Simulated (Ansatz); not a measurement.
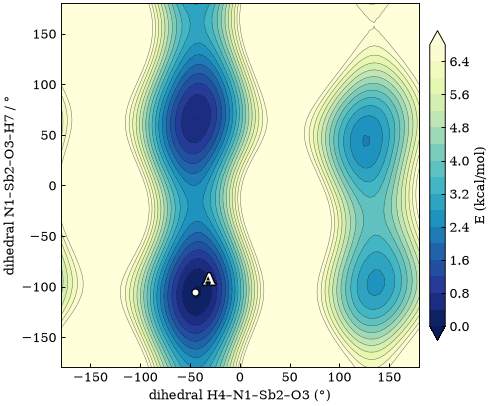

H4NOSb, SMILES [NH2][SbH][OH]. 
- Coordinates scanned: (1) dihedral H4–N1–Sb2–O3; (2) dihedral N1–Sb2–O3–H7.
- Nothing is relaxed (all other coordinates rigid).
- The grid has 18 × 18 points.
- Points are written as (first, second).
- All energies are given in kcal/mol relative to the lowest grid point.
- Theory: Ansatz, RKS B3LYP-D4/def2-SVP.

In the figure: filled contours, one colour for all values above the top of the scale, the point A. Between grid points the surface is interpolated.

What is the easiest way out of the well at A, and how high is the barrier?

The easiest path leads from the well at about (−45°, −105°) to the well at about (−45°, 65°), about 0.42 kcal/mol higher (on a rigid scan; wells that are mirror images or exchange like atoms can differ by this much). Its highest point lies about 2.7 kcal/mol above the bottom of the first well on the interpolated surface, at about (−45°, −15°). Seen from the upper well the barrier is about 2.3 kcal/mol. The start is the relaxed structure and all else is held, so a fully relaxed path at this level can only be lower.

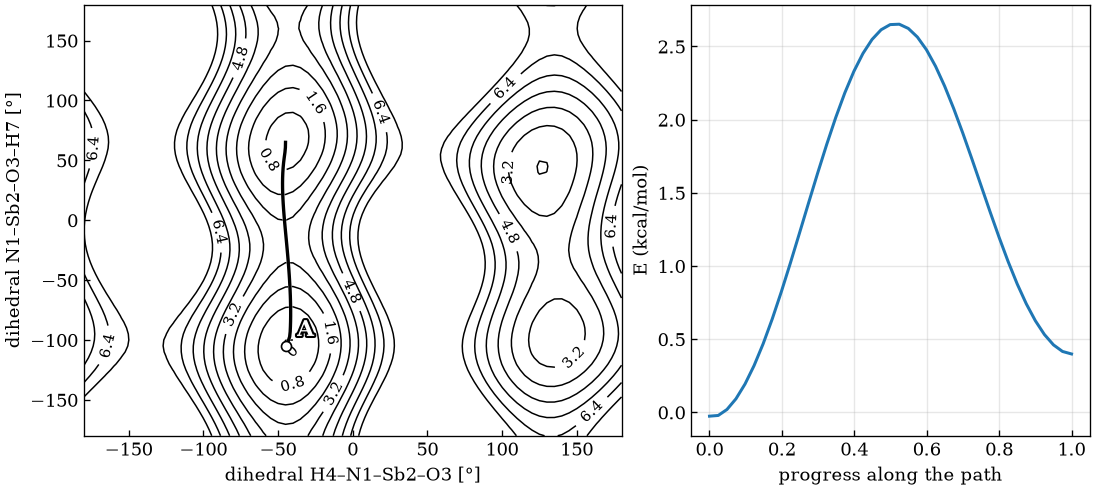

In the figure: contour lines labelled in kcal/mol (none above 7.2), a line along the lowest path, the energy along the path at the right. Between grid points the surface is interpolated.
